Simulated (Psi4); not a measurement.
# One shape, several levels: BPH4F− (SMILES F[BH2-]P)

Wanted: a comparison of 5 runs (HF/def2-SVP, HF/jun-cc-pVTZ, PBE/3-21G, PBE/6-311G**, FNO-CISD/6-31G*) of BPH4F−. 

The results are computed with Psi4 1.11.

1 further run of the same task is left out (it didn't finish).

**1. The molecule**

The species is BPH4F− (7 atoms), meant as a singlet with charge -1. As SMILES, `F[BH2-]P`. The shape is that of a GFN2-xTB optimisation. This is one conformer, not always the lowest.

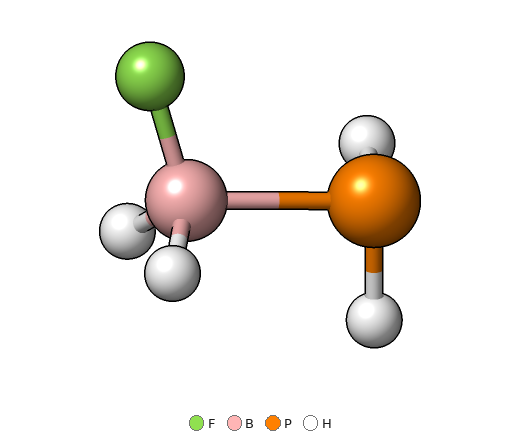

Viewed from a chosen angle; fluorine green, boron pink, phosphorus orange, hydrogen white.

**2. A single-point energy at HF/def2-SVP (run 1)**

Contents of job.inp:

```
memory 1.6 GB

molecule m {
  -1 1
  F
  B 1 1.4169
  P 2 2.024837 1 109.15043
  H 2 1.21327 1 109.74741 3 116.48894
  H 2 1.211177 4 113.05115 1 -122.84127
  H 3 1.383605 2 98.53299 5 42.78277
  H 3 1.383603 6 90.96954 2 95.94055
  symmetry c1
}

set basis def2-SVP
set puream true
set e_convergence 1e-09
set d_convergence 1e-08
set scf_type pk

E, wfn = energy('scf', return_wfn=True)
oeprop(wfn, 'LOWDIN_CHARGES', 'WIBERG_LOWDIN_INDICES', 'QUADRUPOLE', title='SCF')
print_variables()
```

Command:

```bash
$ psi4 -i job.inp -o job.out -n 1
```

job.out:

```text
[...]
  Running in c1 symmetry.
[...]
  Nuclear repulsion =   93.969389692732662
[...]
  Multiplicity = 1
[...]
  Nalpha       = 17
  Nbeta        = 17
[...]
    Number of basis functions: 66
[...]
   @RHF iter   1:  -466.94670780185430   -7.78752e-01   5.47574e-03 DIIS/ADIIS
[...]
   @RHF iter  11:  -467.03008051694809   -6.02540e-12   6.26076e-09 DIIS
[...]
  @RHF Final Energy:  -467.03008051694809
   => Energetics <=
    Nuclear Repulsion Energy =             93.9693896927326620
    One-Electron Energy =                -841.4732224928659434
    Two-Electron Energy =                 280.4737522831852061
    Total Energy =                       -467.0300805169480896
[...]
 Multipole Moments:
 ------------------------------------------------------------------------------------
     Multipole            Electronic (a.u.)      Nuclear  (a.u.)        Total (a.u.)
 ------------------------------------------------------------------------------------
 L = 1.  Multiply by 2.5417464519 to convert [e a0] to [Debye]
 Dipole X            :          1.3170975           -1.4606232           -0.1435257
 Dipole Y            :         -0.6799642            0.0686996           -0.6112647
 Dipole Z            :         -3.7534933            3.8047040            0.0512107
 Magnitude           :                                                    0.6299735
 L = 2.  Multiply by 1.3450342976 to convert [e a0^2] to [Debye ang]
 Quadrupole XX       :        -37.5610336           13.6931241          -23.8679094
 Quadrupole XY       :         -5.8658571            6.5836817            0.7178245
[...]
```

Wall time 1.7 s (1 thread of Intel Xeon 6975P-C (Granite Rapids), shared host); peak memory 0.22 GiB.

**3. Energy and one-electron properties at HF/jun-cc-pVTZ (density fitting) (run 2)**

Contents of input.in:

```
memory 1600 mb

molecule mol {
  -1 1
  F     -1.738560    -0.717540     0.312240
  B     -0.596340    -0.303470    -0.416790
  P      0.980010    -0.156390     0.845530
  H     -0.305490    -1.148250    -1.237630
  H     -0.797480     0.785350    -0.907670
  H      0.647050     1.042340     1.450960
  H      1.810810     0.497950    -0.046640
  units angstrom
  symmetry c1
}

set globals {
  basis jun-cc-pVTZ
  scf_type df
  basis_guess STO-3G
}

e_tot, wfn = energy("scf", return_wfn=True)
oeprop(wfn, "DIPOLE", "MBIS_CHARGES", "MULLIKEN_CHARGES")
```

Command:

```bash
$ psi4 -i input.in -o input.out -n 1
```

input.out:

```text
[...]
  Running in c1 symmetry.
[...]
  Nuclear repulsion =   93.969401461991964
[...]
  Multiplicity = 1
[...]
  Nalpha       = 17
  Nbeta        = 17
[...]
    Number of basis functions: 23
[...]
   @DF-RHF iter   1:  -461.52462142283457   -2.23907e+00   9.48687e-03 ADIIS/DIIS
[...]
   @DF-RHF iter   7:  -467.30797135170081   -2.89372e-07   6.77058e-07 DIIS
[...]
    Orbital Energies [Eh]
    ---------------------
    Doubly Occupied:
       1A    -79.715849     2A    -26.036067     3A     -7.386848
       4A     -7.262250     5A     -5.156479     6A     -5.155849
       7A     -5.154564     8A     -1.335799     9A     -0.651973
      10A     -0.520550    11A     -0.431343    12A     -0.426594
      13A     -0.372725    14A     -0.321401    15A     -0.250996
      16A     -0.206031    17A     -0.137868
[...]
  @DF-RHF Final Energy:  -467.30797135170081
   => Energetics <=
    Nuclear Repulsion Energy =             93.9694014619919642
    One-Electron Energy =                -841.5086823736747874
    Two-Electron Energy =                 280.2313095599819803
    Total Energy =                       -467.3079713517008145
[...]
 Multipole Moments:
 ------------------------------------------------------------------------------------
     Multipole            Electronic (a.u.)      Nuclear  (a.u.)        Total (a.u.)
 ------------------------------------------------------------------------------------
 L = 1.  Multiply by 2.5417464519 to convert [e a0] to [Debye]
 Dipole X            :         -2.4825226            2.6902600            0.2077373
 Dipole Y            :         -2.2934604            2.5099616            0.2165012
 Dipole Z            :          2.1252299           -1.7539955            0.3712344
 Magnitude           :                                                    0.4773286
[...]
```

Wall time 8.4 s (1 thread of Intel Xeon 6975P-C (Granite Rapids), shared host); peak memory 0.42 GiB.

Atomic charges (e):

```csv
atom,MBIS,Mulliken
F1,-0.463,-0.443
B2,+0.525,+0.084
P3,-0.469,-0.326
H4,-0.288,-0.120
H5,-0.296,-0.120
H6,-0.006,-0.039
H7,-0.002,-0.035
```

Runs 3 to 4 aren't shown in full; the table further down has their settings and results.

**4. A single-point energy at FNO-CISD/6-31G(d) (Cholesky decomposition, Cartesian functions) (run 5)**

Contents of bfh4p.sdf:

```

     RDKit          3D

  7  6  0  0  0  0  0  0  0  0999 V2000
   -1.7386   -0.7175    0.3122 F   0  0  0  0  0  0  0  0  0  0  0  0
   -0.5963   -0.3035   -0.4168 B   0  0  0  0  0  0  0  0  0  0  0  0
    0.9800   -0.1564    0.8455 P   0  0  0  0  0  0  0  0  0  0  0  0
   -0.3055   -1.1482   -1.2376 H   0  0  0  0  0  0  0  0  0  0  0  0
   -0.7975    0.7853   -0.9077 H   0  0  0  0  0  0  0  0  0  0  0  0
    0.6471    1.0423    1.4510 H   0  0  0  0  0  0  0  0  0  0  0  0
    1.8108    0.4980   -0.0466 H   0  0  0  0  0  0  0  0  0  0  0  0
  2  1  1  0
  3  2  1  0
  4  2  1  0
  5  2  1  0
  6  3  1  0
  7  3  1  0
M  CHG  1   2  -1
M  END
$$$$
```

Contents of run.py:

```python
import numpy as np
from ase.calculators.psi4 import Psi4
from ase.io import read

atoms = read('bfh4p.sdf')
calc = Psi4(atoms=atoms, method='fno-cisd', basis='6-31G*', memory='1600MB', num_threads=1, charge=-1, multiplicity=1, label='psi4-calc')
calc.psi4.set_options({'scf_type': 'cd', 'freeze_core': True})
atoms.calc = calc

print(f'energy: {atoms.get_potential_energy():.6f} eV')
```

Command:

```bash
$ python run.py
```

psi4-calc.dat:

```text
[...]
  Running in c1 symmetry.
[...]
  Nuclear repulsion =   93.969796505115553
[...]
  Multiplicity = 1
[...]
  Nalpha       = 17
  Nbeta        = 17
[...]
    Number of basis functions: 57
[...]
   @RHF iter   1:  -467.13465262044326   -8.30900e-01   6.08148e-03 ADIIS/DIIS
[...]
   @RHF iter  11:  -467.20990216124301   -1.93268e-12   5.23263e-09 DIIS
[...]
  @RHF Final Energy:  -467.20990216124301
   => Energetics <=
    Nuclear Repulsion Energy =             93.9697965051155535
    One-Electron Energy =                -841.8636963523009626
    Two-Electron Energy =                 280.6839976859423587
    Total Energy =                       -467.2099021612430079
[...]
 Multipole Moments:
 ------------------------------------------------------------------------------------
     Multipole            Electronic (a.u.)      Nuclear  (a.u.)        Total (a.u.)
 ------------------------------------------------------------------------------------
 L = 1.  Multiply by 2.5417464519 to convert [e a0] to [Debye]
 Dipole X            :         -2.4351607            2.6902870            0.2551263
 Dipole Y            :         -2.3205689            2.5099692            0.1894003
 Dipole Z            :          2.1882510           -1.7538210            0.4344300
 Magnitude           :                                                    0.5382298
[...]
      * MP2 total energy:                   -467.577265578810
[...]
      * SCS-MP2 total energy:                 -467.574119624433
[...]
      * MP2 total energy:                     -467.577265578810
[...]
      * CISD total energy:                    -467.568901491701
[...]
```

Standard output:

```text
energy: -12723.197871 eV
```

It took 3.3 s on 1 thread of Intel Xeon 6975P-C (Granite Rapids), shared host; peak memory 0.29 GiB.

**5. Overview of the runs**

```csv
run,level,task,integrals,energy (Eh),HOMO energy (eV),LUMO energy (eV),HOMO–LUMO gap (eV),wall time
1,HF/def2-SVP,energy,pk,-467.030081,-3.52,10.13,13.66,1.7 s
2,HF/jun-cc-pVTZ (density fitting),properties,df,-467.307971,-3.75,4.04,7.79,8.4 s
3,PBE/3-21G,gradient,pk,-465.758915,0.68,6.28,5.59,6.6 s
4,PBE/6-311G**,energy,pk,-468.261113,0.01,5.10,5.09,12 s
5,"FNO-CISD/6-31G* (Cholesky decomposition, Cartesian functions)",energy,cd,-467.568901,-3.45,10.03,13.48,3.3 s
```

**6. Outcome**

| quantity | value |
| --- | --- |
| run 5: total energy | -467.56890 Eh |
| run 5: HOMO energy (Hartree–Fock orbitals) | -3.45 eV |
| run 5: LUMO energy (Hartree–Fock orbitals) | 10.03 eV |
| run 5: HOMO–LUMO gap (to an unbound level, set by the basis) | 13.48 eV |
| run 5: correlation energy (7 core orbitals frozen) | -359.0 mEh |

In words: Over runs 1, 2, 3, 4 the HOMO–LUMO gap runs from 5.09 eV (PBE/6-311G**) to 13.66 eV (HF/def2-SVP). The two ends differ in method and basis. The empty levels of an anion lie above zero and hang on the basis. In runs 3, 4 the HOMO lies above zero, so the outermost electron may be held by the basis alone. All runs together took 32 s, the longest 12 s.
